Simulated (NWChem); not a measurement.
Si₂H₆: single-point calculation (part 3 of 3)

Si₂H₆; CCSD/aug-cc-pVDZ, RHF (NWChem 7.3.0). The geometry comes from this level: PBE0-D4/def2-TZVP.

Geometry of the input (Å):
```
Si -0.3405  0.4902  -1.0049
Si 0.3635  -0.5044  0.9910
H  0.8339  0.9482  -1.7949
H  -1.1129  -0.4839  -1.8219
H  -1.2080  1.6641  -0.7179
H  1.1390  0.4686  1.8063
H  1.2281  -1.6805  0.7040
H  -0.8110  -0.9592  1.7826
```

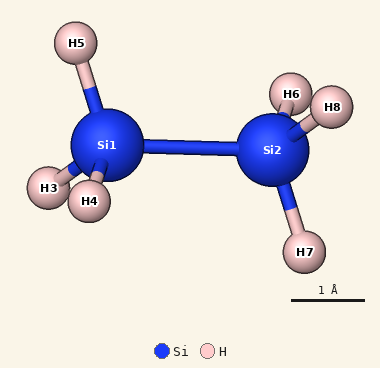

Figure 1. The input geometry (ball-and-stick view, seen at a tilt; atoms are numbered from 1 in the order of the input).

Output, continued:
```
 Vector   39  Occ=0.000000D+00  E= 2.457141D-01
              MO Center=  1.2D-02, -7.2D-03, -7.0D-03, r^2= 1.4D+01
   Bfn.  Coefficient  Atom+Function         Bfn.  Coefficient  Atom+Function
  ----- ------------  ---------------      ----- ------------  ---------------
     5      3.391246  1 Si s                 32      3.390766  2 Si s
     4     -2.666362  1 Si s                 31     -2.666363  2 Si s
    57     -0.766659  3 H  s                 66     -0.766661  4 H  s
    75     -0.767510  5 H  s                 84     -0.767393  6 H  s
    93     -0.766222  7 H  s                102     -0.767155  8 H  s

 Vector   40  Occ=0.000000D+00  E= 2.896752D-01
              MO Center=  1.2D-02, -7.2D-03, -7.0D-03, r^2= 1.0D+01
   Bfn.  Coefficient  Atom+Function         Bfn.  Coefficient  Atom+Function
  ----- ------------  ---------------      ----- ------------  ---------------
     5      6.442766  1 Si s                 32     -6.442731  2 Si s
    14      1.699019  1 Si pz                41      1.698880  2 Si pz
    17      1.529562  1 Si pz                44      1.529618  2 Si pz
    13     -0.846479  1 Si py                40     -0.846724  2 Si py
    16     -0.762201  1 Si py                43     -0.762248  2 Si py

 Vector   41  Occ=0.000000D+00  E= 3.212101D-01
              MO Center=  1.2D-02, -7.1D-03, -7.0D-03, r^2= 1.3D+01
   Bfn.  Coefficient  Atom+Function         Bfn.  Coefficient  Atom+Function
  ----- ------------  ---------------      ----- ------------  ---------------
    65      1.655621  4 H  s                 83      1.655848  6 H  s
    24     -1.438420  1 Si d -1              51     -1.437923  2 Si d -1
    26      1.216291  1 Si d  1              53      1.217210  2 Si d  1
    27     -1.070350  1 Si d  2              54     -1.071079  2 Si d  2
    56     -0.903648  3 H  s                101     -0.902875  8 H  s

 Vector   42  Occ=0.000000D+00  E= 3.212120D-01
              MO Center=  1.1D-02, -7.0D-03, -6.8D-03, r^2= 1.3D+01
   Bfn.  Coefficient  Atom+Function         Bfn.  Coefficient  Atom+Function
  ----- ------------  ---------------      ----- ------------  ---------------
    25      1.543321  1 Si d  0              52      1.543815  2 Si d  0
    74      1.477672  5 H  s                 92      1.476864  7 H  s
    56     -1.389835  3 H  s                101     -1.390647  8 H  s
    26      1.295046  1 Si d  1              53      1.295042  2 Si d  1
    23      1.148858  1 Si d -2              50      1.148180  2 Si d -2

 Vector   43  Occ=0.000000D+00  E= 3.455467D-01
              MO Center=  1.2D-02, -7.2D-03, -6.9D-03, r^2= 9.9D+00
   Bfn.  Coefficient  Atom+Function         Bfn.  Coefficient  Atom+Function
  ----- ------------  ---------------      ----- ------------  ---------------
     5      2.063181  1 Si s                 32      2.063714  2 Si s
     4     -0.943943  1 Si s                 31     -0.943945  2 Si s
    17     -0.502681  1 Si pz                44      0.502555  2 Si pz
    57     -0.393910  3 H  s                 66     -0.393942  4 H  s
    75     -0.394017  5 H  s                 84     -0.393987  6 H  s

 Vector   44  Occ=0.000000D+00  E= 3.579203D-01
              MO Center=  1.2D-02, -7.1D-03, -6.9D-03, r^2= 1.1D+01
   Bfn.  Coefficient  Atom+Function         Bfn.  Coefficient  Atom+Function
  ----- ------------  ---------------      ----- ------------  ---------------
     5      5.103389  1 Si s                 14      5.108051  1 Si pz
    32     -5.103370  2 Si s                 41      5.108199  2 Si pz
    13     -2.545386  1 Si py                40     -2.545227  2 Si py
    12      1.801708  1 Si px                39      1.801658  2 Si px
    24     -1.758890  1 Si d -1              51      1.758826  2 Si d -1

 Vector   45  Occ=0.000000D+00  E= 3.699549D-01
              MO Center=  1.5D-02, -7.5D-03, -8.2D-03, r^2= 1.2D+01
   Bfn.  Coefficient  Atom+Function         Bfn.  Coefficient  Atom+Function
  ----- ------------  ---------------      ----- ------------  ---------------
    65      2.633942  4 H  s                 83     -2.636596  6 H  s
    13      2.620360  1 Si py                40      2.626278  2 Si py
    66      1.950263  4 H  s                 84     -1.950605  6 H  s
    12      1.686173  1 Si px                39      1.676002  2 Si px
    56     -1.555205  3 H  s                101      1.540681  8 H  s

 Vector   46  Occ=0.000000D+00  E= 3.699577D-01
              MO Center=  8.3D-03, -6.7D-03, -5.6D-03, r^2= 1.2D+01
   Bfn.  Coefficient  Atom+Function         Bfn.  Coefficient  Atom+Function
  ----- ------------  ---------------      ----- ------------  ---------------
    12      2.538488  1 Si px                39      2.546219  2 Si px
    74      2.418901  5 H  s                 92     -2.410443  7 H  s
   101      2.154638  8 H  s                 56     -2.142907  3 H  s
    75      1.787477  5 H  s                 93     -1.786866  7 H  s
    57     -1.590042  3 H  s                102      1.590781  8 H  s

 Vector   47  Occ=0.000000D+00  E= 4.011830D-01
              MO Center=  9.3D-03, -7.3D-03, -6.3D-03, r^2= 7.7D+00
   Bfn.  Coefficient  Atom+Function         Bfn.  Coefficient  Atom+Function
  ----- ------------  ---------------      ----- ------------  ---------------
    92      2.395011  7 H  s                 74      2.379157  5 H  s
    56     -1.856148  3 H  s                101     -1.821344  8 H  s
    50      1.363057  2 Si d -2              23      1.352182  1 Si d -2
    12      1.108017  1 Si px                39     -1.076470  2 Si px
    41      0.747533  2 Si pz                14     -0.738803  1 Si pz

 Vector   48  Occ=0.000000D+00  E= 4.011881D-01
              MO Center=  1.4D-02, -6.9D-03, -7.7D-03, r^2= 7.7D+00
   Bfn.  Coefficient  Atom+Function         Bfn.  Coefficient  Atom+Function
  ----- ------------  ---------------      ----- ------------  ---------------
    65      2.446377  4 H  s                 83      2.434294  6 H  s
   101     -1.713434  8 H  s                 56     -1.676290  3 H  s
    53      1.274806  2 Si d  1              26      1.268105  1 Si d  1
    13      1.168991  1 Si py                40     -1.144211  2 Si py
    51     -0.987810  2 Si d -1              24     -0.982614  1 Si d -1

 Vector   49  Occ=0.000000D+00  E= 4.106272D-01
              MO Center=  1.2D-02, -7.4D-03, -7.5D-03, r^2= 9.7D+00
   Bfn.  Coefficient  Atom+Function         Bfn.  Coefficient  Atom+Function
  ----- ------------  ---------------      ----- ------------  ---------------
    13      4.129553  1 Si py                40     -4.124710  2 Si py
    65      3.042129  4 H  s                 83      3.041796  6 H  s
    39     -2.262427  2 Si px                12      2.249644  1 Si px
   101     -1.587818  8 H  s                 56     -1.578333  3 H  s
    74     -1.463229  5 H  s                 92     -1.453388  7 H  s

 Vector   50  Occ=0.000000D+00  E= 4.106296D-01
              MO Center=  1.1D-02, -6.9D-03, -6.6D-03, r^2= 9.7D+00
   Bfn.  Coefficient  Atom+Function         Bfn.  Coefficient  Atom+Function
  ----- ------------  ---------------      ----- ------------  ---------------
    12      4.062245  1 Si px                39     -4.055517  2 Si px
    74      2.667306  5 H  s                 92      2.673196  7 H  s
    56     -2.601147  3 H  s                101     -2.595916  8 H  s
    14     -2.199979  1 Si pz                41      2.203886  2 Si pz
    40      1.552656  2 Si py                13     -1.538754  1 Si py

 Vector   51  Occ=0.000000D+00  E= 4.207678D-01
              MO Center=  1.1D-02, -7.0D-03, -7.0D-03, r^2= 8.3D+00
   Bfn.  Coefficient  Atom+Function         Bfn.  Coefficient  Atom+Function
  ----- ------------  ---------------      ----- ------------  ---------------
   107      0.549481  8 H  py                62      0.544093  3 H  py
    70      0.522895  4 H  px                88      0.515664  6 H  px
    97     -0.499946  7 H  px                79     -0.492100  5 H  px
    80     -0.369296  5 H  py                98     -0.358299  7 H  py
    63      0.285809  3 H  pz                90     -0.279494  6 H  pz

 Vector   52  Occ=0.000000D+00  E= 4.348608D-01
              MO Center=  1.2D-02, -7.4D-03, -7.3D-03, r^2= 1.1D+01
   Bfn.  Coefficient  Atom+Function         Bfn.  Coefficient  Atom+Function
  ----- ------------  ---------------      ----- ------------  ---------------
    56      5.545045  3 H  s                101     -5.520745  8 H  s
    12     -4.848705  1 Si px                39     -4.821932  2 Si px
    92      4.682587  7 H  s                 74     -4.642946  5 H  s
    57      3.044378  3 H  s                102     -3.035975  8 H  s
    93      2.568939  7 H  s                 75     -2.555037  5 H  s

 Vector   53  Occ=0.000000D+00  E= 4.348639D-01
              MO Center=  1.1D-02, -6.6D-03, -6.5D-03, r^2= 1.1D+01
   Bfn.  Coefficient  Atom+Function         Bfn.  Coefficient  Atom+Function
  ----- ------------  ---------------      ----- ------------  ---------------
    65      5.881569  4 H  s                 83     -5.891422  6 H  s
    13      4.783480  1 Si py                40      4.769633  2 Si py
    74     -3.722390  5 H  s                 92      3.670997  7 H  s
    66      3.232704  4 H  s                 84     -3.236273  6 H  s
    23     -2.720552  1 Si d -2              50      2.710721  2 Si d -2

 Vector   54  Occ=0.000000D+00  E= 4.669733D-01
              MO Center=  1.2D-02, -7.1D-03, -7.0D-03, r^2= 1.0D+01
   Bfn.  Coefficient  Atom+Function         Bfn.  Coefficient  Atom+Function
  ----- ------------  ---------------      ----- ------------  ---------------
     4      9.991088  1 Si s                 31      9.991615  2 Si s
    56     -3.157090  3 H  s                 65     -3.156912  4 H  s
    74     -3.157080  5 H  s                 83     -3.157071  6 H  s
    92     -3.157112  7 H  s                101     -3.157458  8 H  s
    14     -1.747985  1 Si pz                41      1.747995  2 Si pz

 Vector   55  Occ=0.000000D+00  E= 4.674114D-01
              MO Center=  1.2D-02, -7.3D-03, -7.0D-03, r^2= 8.7D+00
   Bfn.  Coefficient  Atom+Function         Bfn.  Coefficient  Atom+Function
  ----- ------------  ---------------      ----- ------------  ---------------
    62      0.577089  3 H  py               107     -0.575832  8 H  py
    70      0.547111  4 H  px                88     -0.547943  6 H  px
    79     -0.523139  5 H  px                97      0.522486  7 H  px
    80     -0.383139  5 H  py                98      0.384196  7 H  py
   108     -0.297345  8 H  pz                63      0.294757  3 H  pz

 Vector   56  Occ=0.000000D+00  E= 5.344507D-01
              MO Center=  1.1D-02, -6.7D-03, -6.7D-03, r^2= 9.8D+00
   Bfn.  Coefficient  Atom+Function         Bfn.  Coefficient  Atom+Function
  ----- ------------  ---------------      ----- ------------  ---------------
    12      8.464664  1 Si px                39     -8.461782  2 Si px
    56     -5.570369  3 H  s                101     -5.575356  8 H  s
    74      3.948838  5 H  s                 92      3.936365  7 H  s
    14     -3.170127  1 Si pz                41      3.176854  2 Si pz
    54      2.317305  2 Si d  2              27      2.293682  1 Si d  2

 center of mass
 --------------
 x =   0.02173492 y =  -0.01342013 z =  -0.01313667

 moments of inertia (a.u.)
 ------------------
         327.079108118510          40.133733856957         -80.537060743604
          40.133733856957         298.785500561808         113.782559230965
         -80.537060743604         113.782559230965         127.156581512357

  Mulliken analysis of the total density
  --------------------------------------

    Atom       Charge   Shell Charges
 -----------   ------   -------------------------------------------------------
    1 Si  14    14.06   2.00  2.02  0.72  0.37 -0.08  6.00  1.48  1.29  0.01  0.22  0.02
    2 Si  14    14.06   2.00  2.02  0.72  0.37 -0.08  6.00  1.48  1.29  0.01  0.22  0.02
    3 H    1     0.98   0.73  0.23  0.01  0.01  0.00
    4 H    1     0.98   0.73  0.23  0.01  0.01  0.00
    5 H    1     0.98   0.73  0.23  0.01  0.01  0.00
    6 H    1     0.98   0.73  0.23  0.01  0.01  0.00
    7 H    1     0.98   0.73  0.23  0.01  0.01  0.00
    8 H    1     0.98   0.73  0.23  0.01  0.01  0.00

       Multipole analysis of the density wrt the origin
       ------------------------------------------------

     L   x y z        total         open         nuclear
     -   - - -        -----         ----         -------
     0   0 0 0     -0.000000      0.000000     34.000000

     1   1 0 0     -0.000050      0.000000      0.739072
     1   0 1 0      0.000054      0.000000     -0.456369
     1   0 0 1      0.000058      0.000000     -0.446731

     2   2 0 0    -23.858402      0.000000     36.887260
     2   1 1 0      0.090276      0.000000    -22.629288
     2   1 0 1     -0.180839      0.000000     45.380640
     2   0 2 0    -23.922185      0.000000     52.823961
     2   0 1 1      0.255884      0.000000    -64.121842
     2   0 0 2    -24.307596      0.000000    149.552726

                   Four-Index Transformation
                   -------------------------
          Number of basis functions:            108
          Number of shells:                      52
          Number of occupied orbitals:           17
          Number of occ. correlated orbitals:     7
          Block length:                          16
          Superscript MO index range:     11 -   17
          Subscript MO index range:       11 -  108
          MO coefficients read from:  ./job.movecs
          Number of operator matrices in core:   56
          Half-transformed integrals produced

     Pass:    1     Index range:   11  -   17     Time:      9.58
 ------------------------------------------
 MP2 Energy (coupled cluster initial guess)
 ------------------------------------------
 Reference energy:           -581.340581514738460
 MP2 Corr. energy:             -0.224060633936340
 Total MP2 energy:           -581.564642148674807

 ****************************************************************************
              the segmented parallel ccsd program:    1 nodes
 ****************************************************************************

 level of theory    ccsd
 number of core        10
 number of occupied     7
 number of virtual     91
 number of deleted      0
 total functions      108
 number of shells      52
 basis label          566

   ***** ccsd parameters *****
   iprt   =     0
   convi  =  0.100E-05
   maxit  =    60
   mxvec  =     5
 memory            144155044
  Using  1 OpenMP thread(s) in CCSD
  Failed reading restart vector from ./job.t2
  Using MP2 initial guess vector

 iter     correlation     delta       rms       T2     Non-T2      Main
             energy      energy      error      ampl     ampl      Block
                                                time     time      time
   1     -0.2631276777 -2.631D-01  9.955D-02    19.12     0.00    18.89
   2     -0.2727851849 -9.658D-03  6.051D-02    19.35     0.01    19.12
   3     -0.2766580129 -3.873D-03  2.110D-02    19.64     0.00    19.42
   4     -0.2770222289 -3.642D-04  2.059D-03    18.34     0.01    18.10
   5     -0.2770797335 -5.750D-05  2.693D-03    18.23     0.01    18.02
   6     -0.2770539669  2.577D-05  3.729D-04    18.33     0.01    18.07
   7     -0.2770535670  4.000D-07  1.442D-04    18.24     0.01    18.03
   8     -0.2770518504  1.717D-06  3.396D-05    18.04     0.00    17.83
   9     -0.2770524637 -6.133D-07  1.644D-05    17.62     0.00    17.41
  10     -0.2770526735 -2.098D-07  1.172D-06    17.78     0.01    17.57
  11     -0.2770527537 -8.024D-08  1.254D-06    17.59     0.01    17.38
  12     -0.2770527757 -2.196D-08  4.242D-07    17.86     0.00    17.66
                  *************converged*************

 -----------
 CCSD Energy
 -----------
 Reference energy:            -581.340581514738460
 CCSD corr. energy:             -0.277052775683017
 Total CCSD energy:           -581.617634290421506

 --------------------------------
 Spin Component Scaled (SCS) CCSD
 --------------------------------
 Same spin contribution:                 -0.033502790320794
 Same spin scaling factor:                1.130000000000000
 Opposite spin contribution:             -0.243549985362222
 Opposite spin scaling fact.:             1.270000000000000
 SCS-CCSD correlation energy:            -0.347166634472520
 Total SCS-CCSD energy:                -581.687748149210961

 routine      calls  cpu(0)   cpu-min  cpu-ave  cpu-max   i/o
 aoccsd          1     0.01     0.01     0.01     0.01    0.00
 iterdrv         1     0.03     0.03     0.03     0.03    0.00
 pampt          12     0.13     0.13     0.13     0.13    0.00
 t2pm           12     0.28     0.28     0.28     0.28    0.00
 sxy            12     2.76     2.76     2.76     2.76    0.00
 ints     22782216   185.70   185.70   185.70   185.70    0.00
 t2eri       16536    20.84    20.84    20.84    20.84    0.00
 idx2        16536     3.76     3.76     3.76     3.76    0.00
 idx34          12     0.16     0.16     0.16     0.16    0.00
 ht2pm          12     0.31     0.31     0.31     0.31    0.00
 itm            12     1.94     1.94     1.94     1.94    0.00
 pdiis          12     0.06     0.06     0.06     0.06    0.00
 Total               215.96   215.96   215.96   215.96    0.00

 Task  times  cpu:      275.9s     wall:      275.9s
 Total times  cpu:      276.0s     wall:      276.0s
```

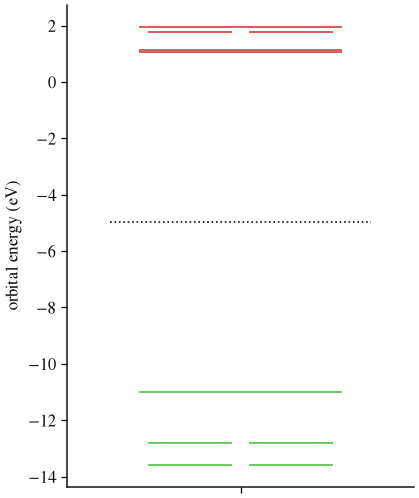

Figure 2. Orbital energies near the frontier (SCF reference); the dotted line parts filled from empty levels, and levels within 0.02 eV of each other stand side by side. Highest filled −11.01 eV, lowest empty 1.07 eV, 12.08 eV apart.

Results in brief:

| quantity | value |
| --- | --- |
| outcome | converged |
| total energy | −581.617634 hartree |
| SCF energy | −581.340582 hartree |
| MP2 energy | −581.564642 hartree |
| correlation energy | −0.277053 hartree |
| basis functions | 108 |
| HOMO of the SCF reference | −11.01 eV |
| LUMO of the SCF reference | 1.07 eV |
| wall time | 4.6 min |
| peak memory | 0.16 GiB |
